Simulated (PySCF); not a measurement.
# [(OH)FCr(mu-SH)2Cr(OH)F]2-: magnetic exchange

Wanted: magnetic exchange for [(OH)FCr(mu-SH)2Cr(OH)F]2-.

Programs: PySCF 2.14.0, with routines of our own; each step states its level. All values are computed. Atoms count from 0.

## Step 1: The system as given

12 atoms, charge -2, high-spin multiplicity 9; geometry from: idealised, bond lengths from ionic radii.

The system (edge-sharing dimer): [(OH)FCr(mu-SH)2Cr(OH)F]2-. The metals (Cr(II), Cr(II)) are 3.43 Å apart; the bridge angle is 87°; the spin sites are atom 0 (4 unpaired) and atom 1 (4 unpaired).

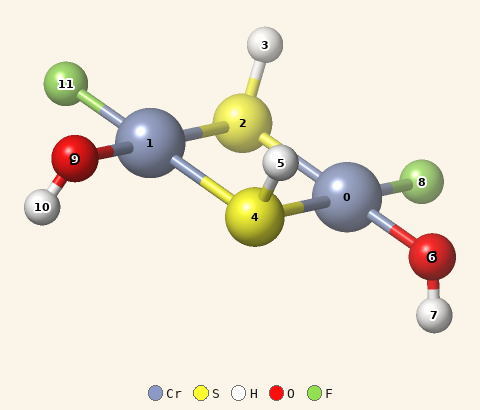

The starting geometry (chromium light blue, sulfur yellow, hydrogen white, oxygen red, fluorine green); sticks join atoms by distance alone.

## Step 2: Magnetic exchange: PBE0/def2-SVP H:def2-SV(P) in water

What the job is given:

```
{"job": {"kind": "bs", "xc": "PBE0", "basis": {"default": "def2-SVP", "H": "def2-SV(P)"}, "grid": 1, "solvent": "water"}, "charge": -2, "high_spin_multiplicity": 9, "spin_sites": [[[0], 4], [[1], 4]]}
Cr    -1.716700     0.294900     0.067100
Cr     1.716700     0.294900     0.067100
S     -0.000000     2.091300     0.067100
H     -0.000000     2.553100    -1.201500
S     -0.000000    -1.501600     0.067100
H     -0.000000    -1.963300    -1.201500
O     -3.117100    -1.147000     0.067100
H     -3.421200    -1.460100     0.933300
F     -3.103200     1.722400     0.067100
O      3.117100    -1.147000     0.067100
H      3.421200    -1.460100     0.933300
F      3.103200     1.722400     0.067100
```

With the program's defaults for keys left out, this is: PBE0/def2-SVP H:def2-SV(P) high-spin and broken-symmetry single points, IEF-PCM water.

Command:

```sh
$ OMP_NUM_THREADS=1 python exch_run.py task.json out
```

The driver reads the jobs from task.json and runs them one after another.

Output:

```text
high-spin state, multiplicity 9
final grid: 58384 points
cycle   1  E = -3235.5077986210  dE = -2.161e-01  |g| = 1.388e+00  |ddm| = 3.223e+00
cycle   2  E = -3230.2551006362  dE =  5.253e+00  |g| = 2.732e+00  |ddm| = 1.312e+01
cycle   3  E = -3235.3593753649  dE = -5.104e+00  |g| = 1.576e+00  |ddm| = 1.277e+01
cycle   4  E = -3236.3986015263  dE = -1.039e+00  |g| = 3.618e-01  |ddm| = 9.080e-01
cycle   5  E = -3236.4795823967  dE = -8.098e-02  |g| = 1.219e-01  |ddm| = 4.111e-01
cycle   6  E = -3236.4849597596  dE = -5.377e-03  |g| = 3.818e-02  |ddm| = 1.190e-01
cycle   7  E = -3236.4856056911  dE = -6.459e-04  |g| = 6.096e-03  |ddm| = 4.136e-02
cycle   8  E = -3236.4856321520  dE = -2.646e-05  |g| = 2.042e-03  |ddm| = 1.199e-02
cycle   9  E = -3236.4856375946  dE = -5.443e-06  |g| = 7.417e-04  |ddm| = 5.396e-03
cycle  10  E = -3236.4856388036  dE = -1.209e-06  |g| = 3.247e-04  |ddm| = 2.733e-03
cycle  11  E = -3236.4856390692  dE = -2.656e-07  |g| = 1.595e-04  |ddm| = 1.245e-03
cycle  12  E = -3236.4856391519  dE = -8.270e-08  |g| = 7.737e-05  |ddm| = 7.332e-04
cycle  13  E = -3236.4856391771  dE = -2.522e-08  |g| = 6.898e-05  |ddm| = 5.163e-04
cycle  14  E = -3236.4856391808  dE = -3.740e-09  |g| = 3.544e-05  |ddm| = 1.356e-04
converged SCF energy = -3236.4856391808

broken-symmetry state, M_S = 0, start: spins of the second site flipped
final grid: 58384 points
cycle   1  E = -3236.4854867715  dE = -7.638e-03  |g| = 1.630e-02  |ddm| = 2.083e-01
cycle   2  E = -3236.4861212840  dE = -6.345e-04  |g| = 1.223e-02  |ddm| = 5.680e-02
cycle   3  E = -3236.4862130128  dE = -9.173e-05  |g| = 1.122e-02  |ddm| = 2.450e-02
cycle   4  E = -3236.4863147213  dE = -1.017e-04  |g| = 1.119e-03  |ddm| = 2.265e-02
cycle   5  E = -3236.4863156796  dE = -9.584e-07  |g| = 1.112e-03  |ddm| = 3.172e-03
cycle   6  E = -3236.4863163853  dE = -7.056e-07  |g| = 1.692e-04  |ddm| = 1.461e-03
cycle   7  E = -3236.4863164188  dE = -3.357e-08  |g| = 7.898e-05  |ddm| = 4.405e-04
cycle   8  E = -3236.4863164242  dE = -5.398e-09  |g| = 2.785e-05  |ddm| = 1.744e-04
converged SCF energy = -3236.4863164242

<S^2> high spin = 20.0491, broken symmetry = 4.0410
E(HS) - E(BS) = 148.64 cm-1
J_noodleman = -9.29 cm-1
J_unprojected = -7.43 cm-1
J_yamaguchi = -9.29 cm-1
```

Run time: 46 s. Hardware: 1 thread of Intel Xeon Platinum 8488C (Sapphire Rapids), shared host.

In short:

| quantity | value |
| --- | --- |
| J (Yamaguchi) | -9 cm⁻¹ |
| low less high spin, projected | -0.5 kcal/mol |

Mulliken spin populations of the high-spin state:

| atom | value (e) |
| --- | --- |
| Cr0 | 4.15 |
| Cr1 | 4.15 |
| S2 | -0.12 |
| H3 | 0.02 |
| S4 | -0.14 |
| H5 | 0.02 |
| O6 | -0.04 |
| H7 | 0.00 |
| F8 | -0.01 |
| O9 | -0.04 |
| H10 | 0.00 |
| F11 | -0.01 |

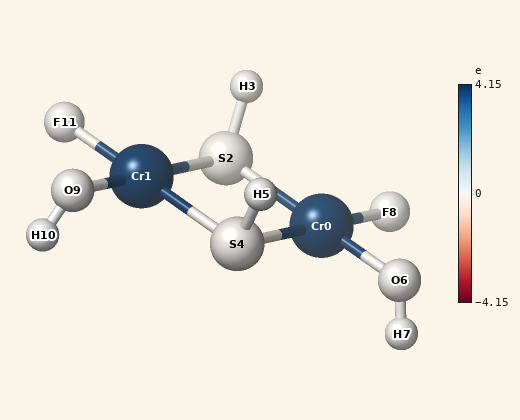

Mulliken spin populations of the high-spin state, as colours on the atoms.

## Step 3: Magnetic exchange: CASSCF and SC-NEVPT2/def2-SVP H:def2-SV(P) (8,8) in water

The job, as its differences from that of step 2:

```diff
@@ -1,2 +1,2 @@
-{"job": {"kind": "bs", "xc": "PBE0", "basis": {"default": "def2-SVP", "H": "def2-SV(P)"}, "grid": 1, "solvent": "water"}, "charge": -2, "high_spin_multiplicity": 9, "spin_sites": [[[0], 4], [[1], 4]]}
+{"job": {"kind": "cas", "xc": "PBE0", "basis": {"default": "def2-SVP", "H": "def2-SV(P)"}, "grid": 1, "active": "magnetic", "zfs": false, "npt": 3, "solvent": "water"}, "charge": -2, "high_spin_multiplicity": 9, "spin_sites": [[[0], 4], [[1], 4]]}
 Cr    -1.716700     0.294900     0.067100
```

With the program's defaults for keys left out, this is: CASSCF and SC-NEVPT2/def2-SVP H:def2-SV(P) spin states, IEF-PCM water.

Output:

```text
start orbitals: natural orbitals of the high-spin PBE0 determinant (converged)
active space: 8 electrons in 8 orbitals, 56 closed; orbitals optimised for multiplicities 9 7 5 3 1
macro   0  E = -3232.2108726063  dE =  0.000e+00  |g| = 9.871e-01
macro   1  E = -3232.2955567406  dE = -8.468e-02  |g| = 2.799e-01
macro   2  E = -3232.3086132477  dE = -1.306e-02  |g| = 2.058e-01
macro   3  E = -3232.3104230339  dE = -1.810e-03  |g| = 4.127e-02
macro   4  E = -3232.3106168600  dE = -1.938e-04  |g| = 1.730e-02
macro   5  E = -3232.3106732961  dE = -5.644e-05  |g| = 7.167e-03
macro   6  E = -3232.3106834796  dE = -1.018e-05  |g| = 3.154e-03
macro   7  E = -3232.3106881636  dE = -4.684e-06  |g| = 2.778e-03
macro   8  E = -3232.3106930217  dE = -4.858e-06  |g| = 3.045e-03
macro   9  E = -3232.3106964381  dE = -3.416e-06  |g| = 2.303e-03
macro  10  E = -3232.3106977270  dE = -1.289e-06  |g| = 8.994e-04
macro  11  E = -3232.3106979210  dE = -1.940e-07  |g| = 2.905e-04
macro  12  E = -3232.3106979392  dE = -1.814e-08  |g| = 1.069e-04
CASSCF converged, mean energy = -3232.3106979392
2S+1 = 9  root 0  E(CAS) = -3232.31067936  E(NEVPT2) = -3233.76571871  occupations 1.000 1.000 1.000 1.000 1.000 1.000 1.000 1.000
2S+1 = 7  root 0  E(CAS) = -3232.31069179  E(NEVPT2) = -3233.76576542  occupations 1.012 1.006 1.003 1.003 0.997 0.997 0.994 0.988
2S+1 = 5  root 0  E(CAS) = -3232.31070105  E(NEVPT2) = -3233.76580391  occupations 1.021 1.011 1.004 1.004 0.996 0.996 0.989 0.979
2S+1 = 3  root 0  E(CAS) = -3232.31070721  occupations 1.027 1.014 1.006 1.006 0.994 0.994 0.986 0.973
2S+1 = 1  root 0  E(CAS) = -3232.31071028  occupations 1.030 1.015 1.006 1.006 0.994 0.994 0.985 0.970
```

Run time: 24 s. Hardware: 1 thread of Intel Xeon Platinum 8488C (Sapphire Rapids), shared host.

The solvent's field is frozen at that of the high-spin determinant; only differences between these total energies have meaning.

Key values:

| quantity | value |
| --- | --- |
| J (CASSCF) | 0 cm⁻¹ |
| J (NEVPT2) | -1 cm⁻¹ |
| diradical index y0 | 0.99 |

## Step 4: Magnetic exchange: wB97X/def2-SVP H:def2-SV(P) in water

The job, as its differences from that of step 3:

```diff
@@ -1,2 +1,2 @@
-{"job": {"kind": "cas", "xc": "PBE0", "basis": {"default": "def2-SVP", "H": "def2-SV(P)"}, "grid": 1, "active": "magnetic", "zfs": false, "npt": 3, "solvent": "water"}, "charge": -2, "high_spin_multiplicity": 9, "spin_sites": [[[0], 4], [[1], 4]]}
+{"job": {"kind": "bs", "xc": "wB97X", "basis": {"default": "def2-SVP", "H": "def2-SV(P)"}, "grid": 1, "solvent": "water"}, "charge": -2, "high_spin_multiplicity": 9, "spin_sites": [[[0], 4], [[1], 4]]}
 Cr    -1.716700     0.294900     0.067100
```

With the program's defaults for keys left out, this is: wB97X/def2-SVP H:def2-SV(P) high-spin and broken-symmetry single points, IEF-PCM water.

Output:

```text
high-spin state, multiplicity 9
final grid: 58384 points
cycle   1  E = -3237.4453554801  dE = -4.738e-03  |g| = 2.302e-02  |ddm| = 1.624e-01
cycle   2  E = -3237.4458439633  dE = -4.885e-04  |g| = 1.800e-02  |ddm| = 5.479e-02
cycle   3  E = -3237.4460254803  dE = -1.815e-04  |g| = 7.314e-03  |ddm| = 2.242e-02
cycle   4  E = -3237.4460985021  dE = -7.302e-05  |g| = 2.160e-03  |ddm| = 1.949e-02
cycle   5  E = -3237.4461072451  dE = -8.743e-06  |g| = 1.009e-03  |ddm| = 6.318e-03
cycle   6  E = -3237.4461098602  dE = -2.615e-06  |g| = 4.890e-04  |ddm| = 3.918e-03
cycle   7  E = -3237.4461102504  dE = -3.902e-07  |g| = 2.104e-04  |ddm| = 1.201e-03
cycle   8  E = -3237.4461104096  dE = -1.592e-07  |g| = 1.467e-04  |ddm| = 8.014e-04
cycle   9  E = -3237.4461104836  dE = -7.404e-08  |g| = 8.857e-05  |ddm| = 5.457e-04
cycle  10  E = -3237.4461105356  dE = -5.203e-08  |g| = 4.676e-05  |ddm| = 6.164e-04
cycle  11  E = -3237.4461105532  dE = -1.759e-08  |g| = 1.940e-05  |ddm| = 4.553e-04
cycle  12  E = -3237.4461105549  dE = -1.703e-09  |g| = 9.938e-06  |ddm| = 1.297e-04
converged SCF energy = -3237.4461105549

broken-symmetry state, M_S = 0, start: spins of the second site flipped
final grid: 58384 points
cycle   1  E = -3237.4457253705  dE = -4.296e-03  |g| = 1.739e-02  |ddm| = 1.040e-01
cycle   2  E = -3237.4464406442  dE = -7.153e-04  |g| = 8.758e-03  |ddm| = 4.162e-02
cycle   3  E = -3237.4466942779  dE = -2.536e-04  |g| = 3.985e-03  |ddm| = 3.318e-02
cycle   4  E = -3237.4467208365  dE = -2.656e-05  |g| = 2.211e-03  |ddm| = 9.787e-03
cycle   5  E = -3237.4467273492  dE = -6.513e-06  |g| = 6.845e-04  |ddm| = 5.668e-03
cycle   6  E = -3237.4467278053  dE = -4.561e-07  |g| = 2.833e-04  |ddm| = 1.246e-03
cycle   7  E = -3237.4467279544  dE = -1.491e-07  |g| = 6.738e-05  |ddm| = 8.807e-04
cycle   8  E = -3237.4467279648  dE = -1.046e-08  |g| = 4.374e-05  |ddm| = 2.042e-04
cycle   9  E = -3237.4467279683  dE = -3.489e-09  |g| = 2.071e-05  |ddm| = 1.246e-04
converged SCF energy = -3237.4467279683

<S^2> high spin = 20.0251, broken symmetry = 4.0196
E(HS) - E(BS) = 135.51 cm-1
J_noodleman = -8.47 cm-1
J_unprojected = -6.78 cm-1
J_yamaguchi = -8.47 cm-1
```

Run time: 48 s. Hardware: 1 thread of Intel Xeon Platinum 8488C (Sapphire Rapids), shared host.

Key values:

| quantity | value |
| --- | --- |
| J (Yamaguchi) | -8 cm⁻¹ |
| low less high spin, projected | -0.5 kcal/mol |

## Step 5: Magnetic exchange: wB97X/6-31G in water

The job, as its differences from that of step 4:

```diff
@@ -1,2 +1,2 @@
-{"job": {"kind": "bs", "xc": "wB97X", "basis": {"default": "def2-SVP", "H": "def2-SV(P)"}, "grid": 1, "solvent": "water"}, "charge": -2, "high_spin_multiplicity": 9, "spin_sites": [[[0], 4], [[1], 4]]}
+{"job": {"kind": "bs", "xc": "wB97X", "basis": "6-31G", "grid": 1, "solvent": "water", "x2c": false}, "charge": -2, "high_spin_multiplicity": 9, "spin_sites": [[[0], 4], [[1], 4]]}
 Cr    -1.716700     0.294900     0.067100
```

Method: wB97X/6-31G high-spin and broken-symmetry single points, IEF-PCM water.

Output:

```text
high-spin state, multiplicity 9
final grid: 58384 points
cycle   1  E = -3237.3816184312  dE = -1.046e+00  |g| = 1.108e+00  |ddm| = 2.807e+00
cycle   2  E = -3237.4629613459  dE = -8.134e-02  |g| = 1.151e+00  |ddm| = 3.324e+00
cycle   3  E = -3237.9414517329  dE = -4.785e-01  |g| = 7.294e-02  |ddm| = 2.002e+00
cycle   4  E = -3237.9463835469  dE = -4.932e-03  |g| = 7.276e-02  |ddm| = 3.617e-01
cycle   5  E = -3237.9489638136  dE = -2.580e-03  |g| = 1.151e-02  |ddm| = 6.633e-02
cycle   6  E = -3237.9493689521  dE = -4.051e-04  |g| = 4.855e-03  |ddm| = 8.537e-02
cycle   7  E = -3237.9494225094  dE = -5.356e-05  |g| = 1.741e-03  |ddm| = 3.063e-02
cycle   8  E = -3237.9494293651  dE = -6.856e-06  |g| = 4.720e-04  |ddm| = 1.114e-02
cycle   9  E = -3237.9494299918  dE = -6.267e-07  |g| = 2.213e-04  |ddm| = 2.541e-03
cycle  10  E = -3237.9494301048  dE = -1.131e-07  |g| = 1.627e-04  |ddm| = 6.652e-04
cycle  11  E = -3237.9494301842  dE = -7.937e-08  |g| = 1.044e-04  |ddm| = 4.859e-04
cycle  12  E = -3237.9494302747  dE = -9.048e-08  |g| = 6.930e-05  |ddm| = 6.988e-04
cycle  13  E = -3237.9494303355  dE = -6.084e-08  |g| = 3.152e-05  |ddm| = 8.933e-04
cycle  14  E = -3237.9494303427  dE = -7.185e-09  |g| = 1.787e-05  |ddm| = 2.755e-04
converged SCF energy = -3237.9494303427

broken-symmetry state, M_S = 0, start: spins of the second site flipped
final grid: 58384 points
cycle   1  E = -3237.9490406380  dE = -2.968e-03  |g| = 1.547e-02  |ddm| = 9.708e-02
cycle   2  E = -3237.9496091860  dE = -5.685e-04  |g| = 7.685e-03  |ddm| = 3.717e-02
cycle   3  E = -3237.9498017330  dE = -1.925e-04  |g| = 3.159e-03  |ddm| = 2.980e-02
cycle   4  E = -3237.9498129743  dE = -1.124e-05  |g| = 1.353e-03  |ddm| = 6.016e-03
cycle   5  E = -3237.9498153988  dE = -2.425e-06  |g| = 5.552e-04  |ddm| = 3.304e-03
cycle   6  E = -3237.9498156335  dE = -2.347e-07  |g| = 1.788e-04  |ddm| = 1.073e-03
cycle   7  E = -3237.9498156996  dE = -6.611e-08  |g| = 4.146e-05  |ddm| = 6.386e-04
cycle   8  E = -3237.9498157046  dE = -4.961e-09  |g| = 2.646e-05  |ddm| = 1.574e-04
converged SCF energy = -3237.9498157046

<S^2> high spin = 20.0199, broken symmetry = 4.0168
E(HS) - E(BS) = 84.58 cm-1
J_noodleman = -5.29 cm-1
J_unprojected = -4.23 cm-1
J_yamaguchi = -5.29 cm-1
```

It took 34 s on 1 thread of Intel Xeon Platinum 8488C (Sapphire Rapids), shared host.

In short:

| quantity | value |
| --- | --- |
| J (Yamaguchi) | -5 cm⁻¹ |
| low less high spin, projected | -0.3 kcal/mol |

## Step 6: Spin gaps side by side

J for H = −2J S1·S2; the gap is low spin less high spin (projected; unprojected where the broken-symmetry state collapsed; or NEVPT2):

| step | level | geometry | J (cm⁻¹) | gap (kcal/mol) | time |
| --- | --- | --- | --- | --- | --- |
| 2 | PBE0/def2-SVP H:def2-SV(P) in water | one | -9 | -0.5 | 46 s |
| 3 | CASSCF and SC-NEVPT2/def2-SVP H:def2-SV(P) (8,8) in water | one | -1 | – | 24 s |
| 4 | wB97X/def2-SVP H:def2-SV(P) in water | one | -8 | -0.5 | 48 s |
| 5 | wB97X/6-31G in water | one | -5 | -0.3 | 34 s |

CASSCF times leave out a start SCF that an earlier step had already made.

## Step 7: Results

| quantity | value |
| --- | --- |
| J (Yamaguchi) (step 2, PBE0/def2-SVP H:def2-SV(P) in water) | -9 cm⁻¹ |
| low less high spin, projected (step 2, PBE0/def2-SVP H:def2-SV(P) in water) | -0.5 kcal/mol |
| J | -9 (PBE0/def2-SVP H:def2-SV(P) in water) to -1 cm⁻¹ (CASSCF and SC-NEVPT2/def2-SVP H:def2-SV(P) (8,8) in water) |

**Reading.** The levels with a meaningful J put the low-spin state lower (antiferromagnetic coupling), from -9 to -1 cm⁻¹.
